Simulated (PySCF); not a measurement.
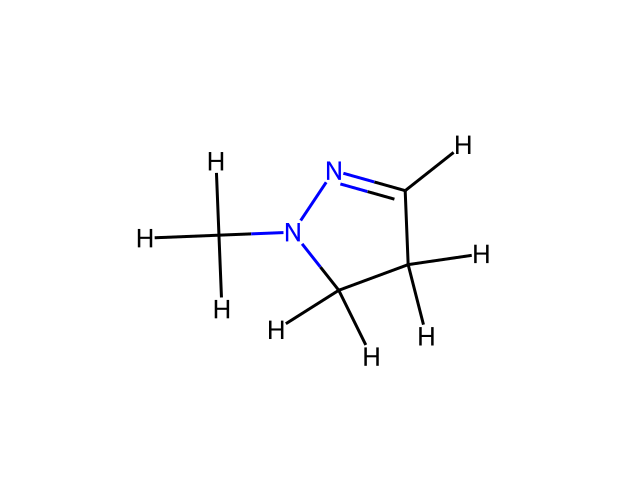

Simulated data, not a measurement (program: PySCF).

Question: Transcribe the drawing into SMILES.

Answer: CN1CCC=N1

Question: What is the molecular formula?

Answer: C4H8N2.

Question: An optimisation with GFN2-xTB gave a structure of which point group?

Answer: C1.
